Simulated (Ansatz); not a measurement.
What 4 layers does to PbI2

Base system: PbI$_{2}$ in the CdI2 type structure (space group P-3m1, No. 164; a = 4.559 Å, c = 6.973 Å).

One thing is altered: a free-standing slab of 4 layers (12 atoms, 3 a layer) is cut normal to the stacking axis, with 15 Å of vacuum and the in-plane cell relaxed.

Calculations: Ansatz (a quantum-chemistry and plane-wave program) PBE-D3(BJ), no spin-orbit coupling, earlier PAW set. Settings: 8×8×1 k-points, 0.05 eV Fermi–Dirac smearing, for the changed cell.

| quantity | base | changed | shift |
|---|---|---|---|
| layer's space group (with vacuum) | – | P-3m1 (No. 164) | – |
| shortest interatomic distance | 324.0 pm | 323.9 pm | -0.1 pm |
| band gap | 2.19 eV | 2.28 eV | +0.09 eV |
| gap character | – | direct at Γ | – |
| electron mass (in plane) | – | 0.25 mₑ (at Γ) | – |
| hole mass (in plane) | – | 1.8 mₑ (at Γ) | – |
| valence-band top at Γ (three highest levels, from the VBM) | – | 0.00, -0.18, -0.45 eV | – |
| excess energy per area of both faces (slab less bulk energy over the cell's area: twice a surface energy) | – | 0.21 J/m² | – |
| thickness between the outermost nuclei | – | 24.73 Å | – |
| in-plane lattice parameter a | 455.9 pm | 455.8 pm | -0.1 pm |

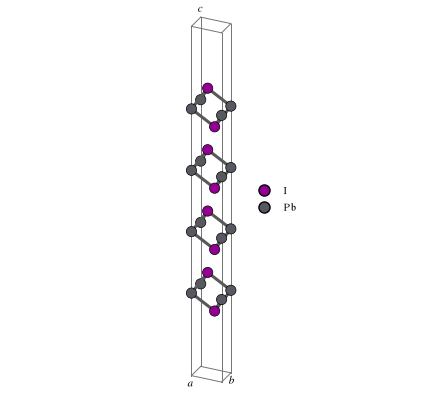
Fig. 1. The relaxed cell after the change

Cost of the whole job for the changed cell (relaxation, final SCF and bands): very roughly 9 core-minutes.

The excess energy carries the mismatch between the slab's and the bulk's meshes. Spin-orbit coupling, missing from the scalar runs, can matter with I and Pb. Masses are band curvatures over ±0.01 Å⁻¹ around the edge. Whether these cells are dynamically stable was not tested.
